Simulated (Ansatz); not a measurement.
Ligand exchange: Mg(CH3)Br + SiH4 → MgH(CH3) + SiH3Br

Species: Mg(CH3)Br, singlet; SiH4 (silane) `[SiH4]`, singlet; MgH(CH3), singlet; SiH3Br `[SiH3]Br`, singlet. The partners trade Br for H: Mg–Br and Si–H bonds give way to Mg–H and Si–Br.

Shapes, held fixed at every level: PBE0-D4/def2-TZVP. Programs: Ansatz 0.2.0. The zero-point and thermal change to 298 K, harmonic and unscaled (PBE0-D4/def2-TZVP), is -6.1 kJ/mol.

| level | kind | ΔH(298 K) (kJ/mol) | less CCSD(T)/def2-TZVPP | CPU time (sum over the molecules) |
| --- | --- | --- | --- | --- |
| r2SCAN-D4/def2-TZVPP | meta-GGA | +125.4 | +1.3 | 29 s |
| B3LYP-D4/def2-TZVPP | global hybrid | +122.0 | -2.1 | 19 s |
| PBE0-D4/def2-TZVPP | global hybrid | +120.2 | -3.9 | 13 s |
| r2SCAN0-D4/def2-TZVPP | global hybrid | +126.9 | +2.8 | 28 s |
| MP2/def2-SVP | perturbation theory | +142.6 | +18.5 | – |
| CCSD/def2-TZVPP | coupled cluster or CI | +125.8 | +1.7 | – |
| CCSD(T)/def2-TZVPP | coupled cluster or CI | +124.1 | 0.0 | 3.3 min |

The highest level, CCSD(T)/def2-TZVPP, gives ΔH(298 K) = +124.1 kJ/mol; the levels span +120.2 to +142.6. The column of differences is taken from that level and isn't an error. No measured value is set beside it here. Relativity is left out for Br unless named. Correlated rows may include outer-core shells of Br, Mg, which these sets cover unevenly. Times are processor times on shared x86 and Arm servers, and rough.

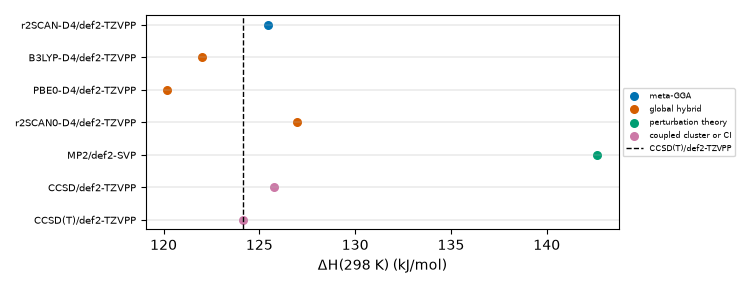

The values of the table, level by level.
